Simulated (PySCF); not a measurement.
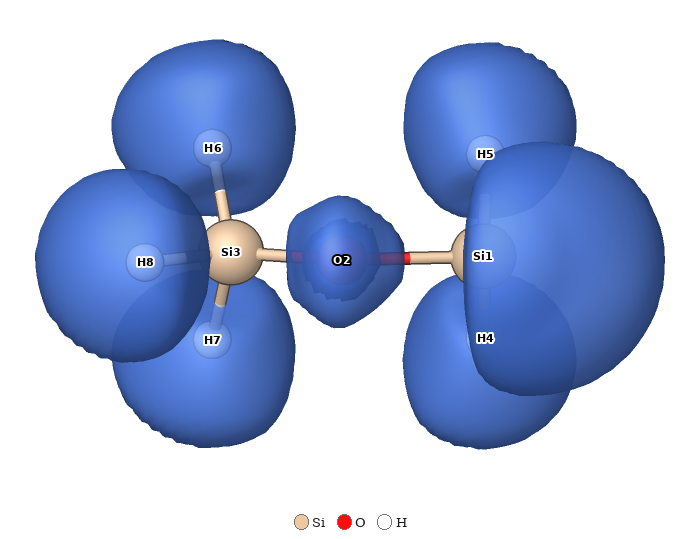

Figure. H5OSi2 (charge −1). Isosurface of the ELF at 0.8 (blue), seen across its widest extent. Core shells and regions of very low density are left out.

Geometry: GFN2-xTB.

Method: PySCF, PBE0/pcSseg-1, SCF density, gas phase, non-relativistic.

```xyz
8

Si    1.7805   -0.5842    0.7322
O     0.0410   -0.2901    0.8424
Si   -1.1221    0.2375   -0.0524
H     1.7969   -1.3602   -0.5591
H     2.1999    0.7516    0.1757
H    -0.9616    1.6340   -0.5207
H    -1.3814   -0.5659   -1.2700
H    -2.3442    0.1867    0.7827
```

> Identify the bonds, lone pairs and shells in this picture.

The surface consists of five regions around hydrogen nuclei, one lobe on Si, pointing away from the bonds (lone pairs) and one region wrapped around O (its lone pairs, merged into a ring or cap).

Values along the shortest contacts:
Si–O (1.56 Å): the ELF peaks at about 0.85 between the atoms, as expected for a polar covalent bond. Si–H (1.48 Å): the ELF climbs to about 1 towards the hydrogen, as it does in any bond to H.
